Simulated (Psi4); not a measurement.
# HfHCl3O (SMILES Cl[Hf](Cl)(Cl)O) at CAM-B3LYP/def2-SVP (core potential)

What is the energy change on altering one bond length of HfHCl3O at CAM-B3LYP/def2-SVP (core potential)? 

Program for the calculation: Psi4 1.11.

19 further runs of the same task are left out: 19 that didn't finish. Runs told in other sessions of the task aren't counted.

## 1. Starting point

The species is HfHCl3O (6 atoms), meant as a singlet with charge 0. SMILES: `Cl[Hf](Cl)(Cl)O`. The shape is that of a PBE0-D4/def2-TZVP optimisation.

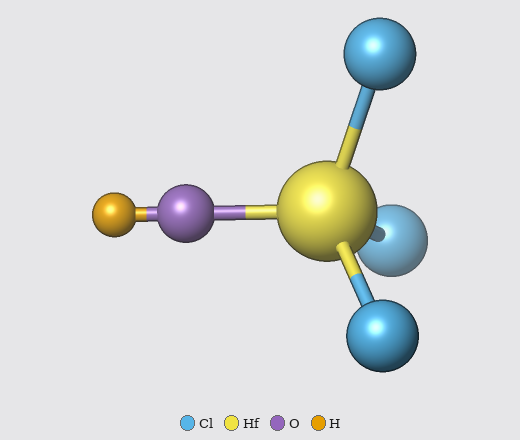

The structure, seen from a chosen angle (chlorine blue, hafnium yellow, oxygen purple, hydrogen amber).

## 2. A single-point energy at CAM-B3LYP/def2-SVP (core potential)

The input, job.in:

```
memory 2200 mb

molecule mol {
  0 1
  Cl     0.876760    -0.101050    -2.336560
  Hf    -0.022850    -0.350510    -0.194310
  Cl    -2.262380    -0.999350    -0.349730
  Cl     1.185990    -1.965090     0.985740
  O      0.084060     1.291990     0.717110
  H      0.138420     2.124020     1.177740
  symmetry c1
  no_reorient
  no_com
}

set globals {
  basis def2-SVP
  puream true
  e_convergence 1e-09
  d_convergence 1e-08
  scf_type pk
  dft_radial_points 99
  dft_spherical_points 590
}

e, wfn = energy("cam-b3lyp", return_wfn=True)
oeprop(wfn, "QUADRUPOLE", "MAYER_INDICES", "WIBERG_LOWDIN_INDICES", title="CAM-B3LYP")
print_variables()
```

Run with:

```
psi4 -i job.in -o job.out -n 1
```

job.out:

```text
[...]
    !!!  WARNING: ECP capability is in beta. Please check occupations closely.  !!!
[...]
  Running in c1 symmetry.
[...]
  Nuclear repulsion =  361.304236897644159
[...]
  Multiplicity = 1
[...]
  Nalpha       = 36
  Nbeta        = 36
[...]
    Number of basis functions: 105
[...]
   @RKS iter   1: -1503.98808220801038   -5.30686e-01   7.26523e-03 ADIIS/DIIS
[...]
   @RKS iter  12: -1504.24024234348690   -1.02318e-11   6.39031e-09 DIIS
[...]
    Orbital Energies [Eh]
    ---------------------
    Doubly Occupied:
       1A   -101.573468     2A   -101.573439     3A   -101.573438
       4A    -19.247190     5A     -9.529372     6A     -9.529355
       7A     -9.529353     8A     -7.294284     9A     -7.294270
      10A     -7.294268    11A     -7.291989    12A     -7.291986
      13A     -7.291964    14A     -7.291741    15A     -7.291737
      16A     -7.291736    17A     -2.625941    18A     -1.471781
      19A     -1.460917    20A     -1.460916    21A     -1.067623
      22A     -0.895134    23A     -0.884417    24A     -0.884416
      25A     -0.618102    26A     -0.462499    27A     -0.462499
      28A     -0.459228    29A     -0.437453    30A     -0.437450
      31A     -0.414581    32A     -0.414581    33A     -0.410766
      34A     -0.392891    35A     -0.392890    36A     -0.386537
[...]
  @RKS Final Energy: -1504.24024234348690
   => Energetics <=
    Nuclear Repulsion Energy =            361.3042368976441594
    One-Electron Energy =               -2810.5178357340246293
    Two-Electron Energy =                1020.5926418852964161
    DFT Exchange-Correlation Energy =     -75.6192853924027304
    Empirical Dispersion Energy =           0.0000000000000000
    VV10 Nonlocal Energy =                  0.0000000000000000
    Total Energy =                      -1504.2402423434868979
[...]
 Multipole Moments:
 ------------------------------------------------------------------------------------
     Multipole            Electronic (a.u.)      Nuclear  (a.u.)        Total (a.u.)
 ------------------------------------------------------------------------------------
 L = 1.  Multiply by 2.5417464519 to convert [e a0] to [Debye]
 Dipole X            :          5.4670316           -5.3989664            0.0680651
 Dipole Y            :         83.9261360          -82.8824619            1.0436741
 Dipole Z            :         46.5487586          -45.9703281            0.5784305
 Magnitude           :                                                    1.1951863
 L = 2.  Multiply by 1.3450342976 to convert [e a0^2] to [Debye ang]
 Quadrupole XX       :       -496.2948941          443.0759268          -53.2189673
 Quadrupole XY       :          5.4661448           -5.1121145            0.3540303
[...]
```

Run time: 14 s. Hardware: 1 thread of Intel Xeon 6975P-C (Granite Rapids), shared host; peak memory 0.91 GiB.

## 3. The distorted shape: energy and forces at CAM-B3LYP/def2-SVP (core potential)

The input, run.py:

```python
import psi4

psi4.set_memory('2200 MB')
psi4.set_num_threads(1)
psi4.core.set_output_file('run.log', False)

mol = psi4.geometry("""
0 1
Cl
Hf 1 2.6874
Cl 2 2.336802 1 109.73162
Cl 2 2.33681 3 109.72529 1 -120.63448
O 2 1.881468 3 109.21241 4 -119.68612
H 5 0.95258 3 140.23899 2 179.91475
symmetry c1
no_reorient
no_com
""")

options = {'basis': 'def2-SVP', 'puream': True, 'e_convergence': 1e-09, 'd_convergence': 1e-08, 'scf_type': 'pk', 'dft_radial_points': 99, 'dft_spherical_points': 590}
psi4.set_options(options)

E, wfn = psi4.gradient("cam-b3lyp", return_wfn=True)
print('gradient / Eh bohr^-1')
print(E.np.round(6))
print(f'energy = {wfn.energy():.10f} Eh')
for k, v in sorted(psi4.core.scalar_variables().items()):
    print(f'{k:45s} {v:18.10f}')
```

Run with:

```
python run.py
```

run.log (excerpt; [...] marks lines left out):

```text
[...]
    !!!  WARNING: ECP capability is in beta. Please check occupations closely.  !!!
[...]
  Running in c1 symmetry.
[...]
  Nuclear repulsion =  347.778888413957645
[...]
  Multiplicity = 1
[...]
  Nalpha       = 36
  Nbeta        = 36
[...]
    Number of basis functions: 105
[...]
   @RKS iter   1: -1503.93598430810448   -5.58423e-01   7.55235e-03 DIIS/ADIIS
[...]
   @RKS iter  12: -1504.21822950804130   -2.93312e-11   9.15121e-09 DIIS
[...]
  @RKS Final Energy: -1504.21822950804130
   => Energetics <=
    Nuclear Repulsion Energy =            347.7788884139576453
    One-Electron Energy =               -2783.3712281329371763
    Two-Electron Energy =                1006.9385526871483307
    DFT Exchange-Correlation Energy =     -75.5644424762102176
    Empirical Dispersion Energy =           0.0000000000000000
    VV10 Nonlocal Energy =                  0.0000000000000000
    Total Energy =                      -1504.2182295080413041
[...]
 Multipole Moments:
 ------------------------------------------------------------------------------------
     Multipole            Electronic (a.u.)      Nuclear  (a.u.)        Total (a.u.)
 ------------------------------------------------------------------------------------
 L = 1.  Multiply by 2.5417464519 to convert [e a0] to [Debye]
 Dipole X            :        -16.3823606           15.4255060           -0.9568547
 Dipole Y            :          9.3378196           -8.7926162            0.5452034
 Dipole Z            :         13.0739559          -11.9253301            1.1486258
 Magnitude           :                                                    1.5912758
[...]
  -Total Gradient:
     Atom            X                  Y                   Z
    ------   -----------------  -----------------  -----------------
       1        0.000268055795    -0.000151618423    -0.056027536763
       2       -0.000626555369     0.000356074712     0.058593619486
       3        0.000156501056    -0.000814737909    -0.000868423321
       4        0.000783724054     0.000280303456    -0.000869941927
       5       -0.006905636921     0.003934612371     0.001998670370
       6        0.006294128479    -0.003587504116    -0.002774348017
[...]
```

On the terminal:

```text
gradient / Eh bohr^-1
[[ 0.000268 -0.000152 -0.056028]
 [-0.000627  0.000356  0.058594]
 [ 0.000157 -0.000815 -0.000868]
 [ 0.000784  0.00028  -0.00087 ]
 [-0.006906  0.003935  0.001999]
 [ 0.006294 -0.003588 -0.002774]]
energy = -1504.2182295080 Eh
CURRENT ENERGY                                  -1504.2182295080
CURRENT REFERENCE ENERGY                        -1504.2182295080
DD SOLVATION ENERGY                                 0.0000000000
DFT FUNCTIONAL TOTAL ENERGY                     -1504.2182295080
DFT TOTAL ENERGY                                -1504.2182295080
DFT VV10 ENERGY                                     0.0000000000
DFT XC ENERGY                                     -75.5644424762
GRID ELECTRONS ALPHA                               35.9999997560
GRID ELECTRONS BETA                                35.9999997560
GRID ELECTRONS TOTAL                               71.9999995121
NUCLEAR REPULSION ENERGY                          347.7788884140
ONE-ELECTRON ENERGY                             -2783.3712281329
PCM POLARIZATION ENERGY                             0.0000000000
PE ENERGY                                           0.0000000000
SCF ITERATION ENERGY                            -1504.2182295080
SCF ITERATIONS                                     12.0000000000
SCF TOTAL ENERGY                                -1504.2182295080
TWO-ELECTRON ENERGY                              1006.9385526871
XC GRID RADIAL POINTS                              99.0000000000
XC GRID SPHERICAL POINTS                          590.0000000000
XC GRID TOTAL POINTS                           334874.0000000000
```

Wall time 23 s (1 thread of Intel Xeon 6975P-C (Granite Rapids), shared host); peak memory 0.9 GiB.

## 4. Summary of results

At CAM-B3LYP/def2-SVP (core potential):

```
                                                           quantity           value
                                          first shape: total energy  -1504.24024 Eh
                                         first shape: dipole moment          3.04 D
                                           first shape: HOMO energy       -10.52 eV
                                           first shape: LUMO energy        -0.15 eV
                                         first shape: HOMO–LUMO gap        10.36 eV
                                      distorted shape: total energy  -1504.21823 Eh
                                     distorted shape: dipole moment          4.04 D
                                       distorted shape: HOMO energy        -9.73 eV
                                       distorted shape: LUMO energy        -0.81 eV
                                     distorted shape: HOMO–LUMO gap         8.92 eV
                          distorted shape: largest force on an atom      3.013 eV/Å
energy change with the Cl1–Hf2 bond stretched from 2.337 to 2.687 Å        0.599 eV
```

**Reading.** With the Cl1–Hf2 bond stretched from 2.337 to 2.687 Å the energy rises by 0.60 eV (57.8 kJ/mol). The first shape isn't relaxed at this level, so the change isn't measured from a minimum.
